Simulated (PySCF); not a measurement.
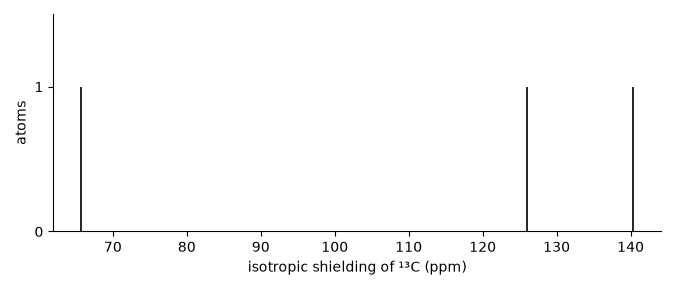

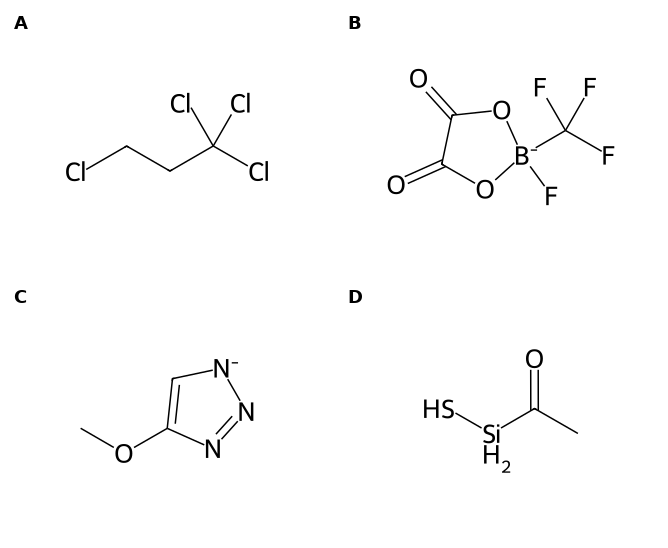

The sticks are computed shieldings of one of the molecules, for one fixed geometry (GFN2-xTB) without averaging over rotations. Low shielding means a high chemical shift. Method: GIAO PBE0/pcSseg-1 NMR shielding, non-relativistic, gas phase (PySCF 2.14.0).

**Which molecule gives this pattern?**

A, `ClCCC(Cl)(Cl)Cl`. Its 3 C atoms give lines at 65.7, 126.0, 140.4 ppm.

The geometry is semi-empirical. Around B such bond lengths and angles can be off by a tenth of an ångström or more and by several degrees, and values that hang on the shape move with them.
